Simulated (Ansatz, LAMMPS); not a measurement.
# Amorphous 71ZrO2-29SiO2 (mol %) (84 atoms): relaxation and levels of theory

Which bonds does the relaxation leave, and how do the Kohn-Sham gap, forces and pressure change with k-mesh and functional?

Calculated with Ansatz 0.2.0: Kohn-Sham DFT, PBE, PAW (set soft_2), plane waves; cutoff 420 eV, Γ point, fermi-dirac smearing of 0.025 eV.

**The cell**

Density at the start: 4.25 g/cm³. The cell holds 84 atoms: 20 Zr, 8 Si and 56 O. Its edges and angles: a = 10.476 Å, b = 10.476 Å, c = 10.476 Å, α = 90.0°, β = 90.0°, γ = 90.0°. 84 atoms (20 Zr, 8 Si, 56 O) placed at random at 4.25 g/cm³, melted at 5000 K for 10 ps at fixed volume with the Morse and Coulomb pair potential with partial charges (Pedone, Malavasi, Menziani, Cormack and Segre, J. Phys. Chem. B 110, 11780 (2006)). Quenched from 5000 K to 300 K at 50 K/ps and fixed volume, held 5 ps, then minimised at fixed cell.

Cell and atoms were relaxed with PBE. The walk converged after 13 steps by the program's count, with a largest force component of 0.00988 eV/Å; it began at an r.m.s. force component of 0.79 eV/Å. The edges went from 10.476, 10.476, 10.476 to 10.598, 10.289, 10.214 Å, and the volume from 13.688 to 13.246 Å³ an atom (-3.2 %).

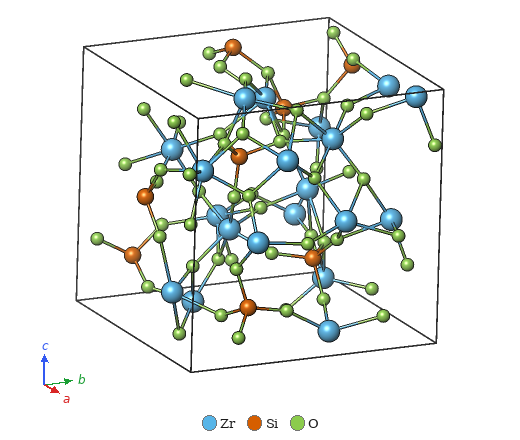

The relaxed cell. Some periodic images of atoms are drawn too.

The input of the reference single point:

```yaml
crystal:
  lattice:
    - [10.5961, 0.17211, 0.00967]
    - [0.17211, 10.28706, 0.14063]
    - [0.00967, 0.14063, 10.21264]
  atoms:
    - { symbol: Zr, position: [0.1718, 0.48563, 0.32678] }
    - { symbol: Zr, position: [0.39601, 0.55928, 0.84588] }
    - { symbol: Zr, position: [0.08633, 0.84181, 0.26776] }
    - { symbol: Zr, position: [0.87797, 0.6175, 0.05705] }
    [... 78 atom lines left out ...]
    - { symbol: O, position: [0.97407, 0.20309, 0.10501] }
    - { symbol: O, position: [0.84854, 0.24627, 0.33589] }
kpoints:
  mp_grid: { grid: [1, 1, 1] }
hamiltonian:
  xc: pbe
scf:
  occupations: { method: fermi_dirac, width: 0.025 }
output:
  forces: true
  stress: true
  populations: true
  dos:
    method: { smearing: { sigma: 0.08 } }
    de: 0.05
    projected: { site_lists: { O: [O], Si: [Si], Zr: [Zr] } }
  eigenvalues: true
  write_density: true
  write_potential: true
  volumetric_format: npy
```

**Bonds after relaxation**

Bonds by pair of elements; cutoffs follow the first minimum of g(r), held within bounds set by covalent radii, and pairs that aren't listed don't count as bonded:

| pair A-B | cutoff (Å) | bonds | mean length (Å) | spread (Å) | shortest (Å) | B about A | A about B |
| --- | --- | --- | --- | --- | --- | --- | --- |
| O-Zr | 2.82 | 125 | 2.16 | 0.148 | 1.91 | 2.23 | 6.25 |
| O-Si | 2.12 | 32 | 1.65 | 0.032 | 1.58 | 0.571 | 4 |

How many atoms have how many bonded neighbours:

| element | mean | 2 | 3 | 4 | 5 | 6 | 7 |
| --- | --- | --- | --- | --- | --- | --- | --- |
| O | 2.80 | 15 | 37 | 4 | 0 | 0 | 0 |
| Si | 4 | 0 | 0 | 8 | 0 | 0 | 0 |
| Zr | 6.25 | 0 | 0 | 0 | 2 | 11 | 7 |

**Levels of theory**

Single points at the relaxed geometry:

| functional | k-mesh | Kohn-Sham gap (eV) | pressure (GPa) | r.m.s. force component (eV/Å) | SCF cycles | time |
| --- | --- | --- | --- | --- | --- | --- |
| PBE | 1×1×1 | 3.360 | -0.01 | 0.003 | 10 | 22 s |
| PBE | 2×2×2 | 3.346 | -0.01 | 0.013 | 10 | 3.4 min |
| HSE06 | 1×1×1 | 4.927 | -5.31 | 0.166 | 21 | 6.5 min |
| r2SCAN | 1×1×1 | 3.809 | -3.83 | 0.133 | 10 | 48 s |
| PBEsol | 1×1×1 | 3.313 | -4.71 | 0.065 | 11 | 22 s |

The gap is that between the highest filled and lowest empty Kohn-Sham level on the run's k-points. Cutoffs: 420 eV for PBE, HSE06 and PBEsol; 500 eV for r2SCAN. Times come from shared hosts and are rough.

**Findings**

By these cutoffs 66 % of O atoms have 3, 100 % of Si atoms have 4 and 55 % of Zr atoms have 6 neighbours. The Kohn-Sham gap is 3.36 eV with PBE on the 1×1×1 mesh and 3.35 eV on 2×2×2. On the 1×1×1 mesh HSE06 changes the gap by +1.57 eV against PBE. Carrying that shift over to the 2×2×2 mesh gives 3.35 + 1.57 = 4.91 eV, an estimate that takes the shift to be alike at all k-points. On the reference's mesh the gap changes with r2SCAN by +0.45 eV and PBEsol by -0.05 eV. Against the reference the pressure changes with HSE06 by -5.3 GPa, r2SCAN by -3.8 GPa and PBEsol by -4.7 GPa; a negative change means a smaller volume than PBE would take. The denser mesh moves the energy by -1.0 meV/atom and the pressure by -0.00 GPa.

Limits: All single points share the geometry relaxed with PBE. The volume changed by -3.2 % on relaxing; in so small a cell, on this mesh and at this cutoff, the relaxed density is rough. One sample; tail or defect levels can set the gap of a disordered cell. The quench rate of 50 K/ps is many orders above laboratory rates, so the cell is likely richer in defects and strain than a real sample. The network of bonds at the start is that of the classical potential that made the cell, and needn't be the one that DFT or experiment would give. In some runs the program notes that it cut back its work space to fit the memory limit, the exchange threshold is loose for the stress and the SCF threshold is loose for the stress.

[Logs are printed without paths, hosts, clocks, repeated set-up lines and the standing remarks that a program may print on its own settings, such as how far it seeks lower states.]

[Hosts, paths, dates, database ids (printed as entryN), source tags and the programs' standing remarks are cut or masked in the printed files.]
